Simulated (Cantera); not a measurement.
Feed: 1 mol Al(CH3)3, 6.4 mol N2O, 8.9 mol N2, 10 mol O2, equilibrated at 7.10 mbar.

Method: chemical equilibrium by Gibbs-energy minimisation in Cantera with the NASA 1993 tables (ideal gas, pure condensed phases). Candidate condensed phases: Al, AlN, Al2O3, C, C6H6, C7H8, C8H18, H2O; 148 gas species. The feed counts by its element totals alone. The numbers say what is thermodynamically allowed, not how fast it happens.

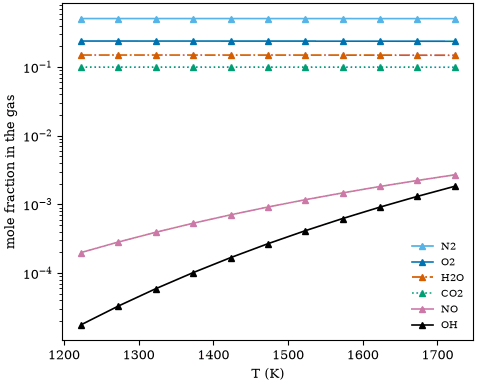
Fig. 1. Equilibrium gas composition (values under 1e-9 drawn at 1e-9)

From 1223 K to 1723 K the condensed part is Al2O3(s).
